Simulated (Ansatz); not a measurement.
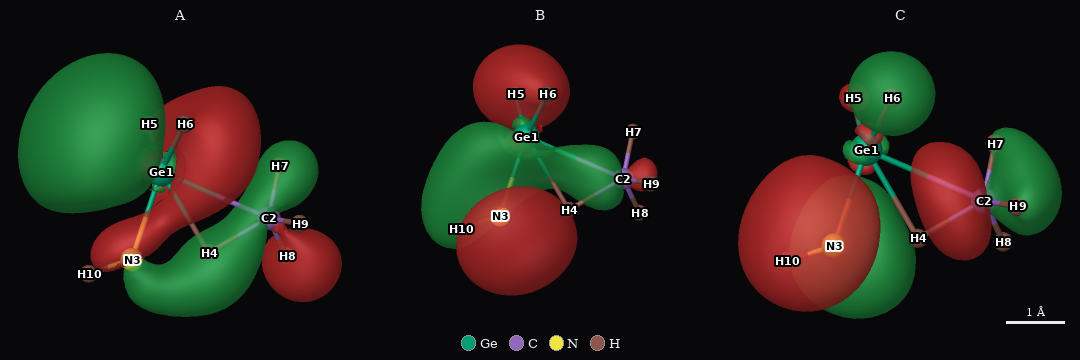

Figure. CH7GeN. Three frontier orbitals at ±0.08 Å⁻³ᐟ² (green and red are the two phases), in no order.

A transition-state structure; geometry: PBE0-D4/def2-TZVP.

Theory: Ansatz, RKS PBE0-D4/def2-TZVPP.

```yaml
atoms:
  - { symbol: Ge, position_ang: [-1.0315, -0.1146, -0.3625] }
  - { symbol: C, position_ang: [1.1087, 0.5053, -0.0556] }
  - { symbol: N, position_ang: [-0.9520, -0.7920, 1.2684] }
  - { symbol: H, position_ang: [0.3724, -0.2488, 0.7415] }
  - { symbol: H, position_ang: [-0.9740, -0.9030, -1.6976] }
  - { symbol: H, position_ang: [-1.5604, 1.3112, -0.6432] }
  - { symbol: H, position_ang: [1.1001, 0.5975, -1.1515] }
  - { symbol: H, position_ang: [1.9987, -0.0939, 0.1595] }
  - { symbol: H, position_ang: [1.1907, 1.4964, 0.3857] }
  - { symbol: H, position_ang: [-1.2527, -1.7580, 1.3556] }
```

Order the three orbitals by energy and name them.

Answer. B is the HOMO−1 (−7.22 eV). It lies mainly on N3 (about 65 %), Ge1 (about 15 %) and H5 (about 10 %). C is the HOMO (−5.90 eV). It lies mainly on N3 (about 60 %), Ge1 (about 10 %) and C2 (about 10 %). A is the LUMO (−0.86 eV). Its weight (Hirshfeld) is mainly on Ge1 (about 60 %), C2 (about 10 %) and N3 (about 5 %).

What is the HOMO–LUMO gap?

Answer. 5.04 eV between the orbital energies.
